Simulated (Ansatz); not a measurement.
The figure comes from a scan of TiAl (CuAu type, space group P4/mmm): a phonon pattern at Γ is frozen into a 2-atom cell, Q being the largest atomic displacement. Computed with PBE (plane waves to 420 eV, PAW, scalar-relativistic; Ansatz, a program for electronic structure). k mesh 16×16×12 (Γ-centred), Fermi-Dirac smearing 0.05 eV. With partly filled bands, energies and forces of such displacements shift with the k mesh and the smearing. TiAl is run without spin polarisation. TiAl was relaxed with its symmetry unable to fall. 

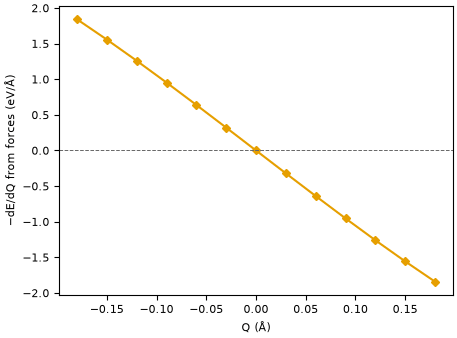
Fig. 1. −dE/dQ from forces (eV/Å) against Q (Å); one marker a computed point.

### Question
Turn the plot into a table (rounded to what can be read).

### Answer
To the nearest 0.05:

```tsv
Q (Å)	−dE/dQ from forces (eV/Å)
-0.180	1.85
-0.150	1.55
-0.120	1.25
-0.090	0.95
-0.060	0.65
-0.030	0.30
0.000	0.00
0.030	-0.30
0.060	-0.65
0.090	-0.95
0.120	-1.25
0.150	-1.55
0.180	-1.85
```

(For displaced atoms, the force is minus the slope of the energy, and its curvature is a force constant, which sets phonon frequencies.)
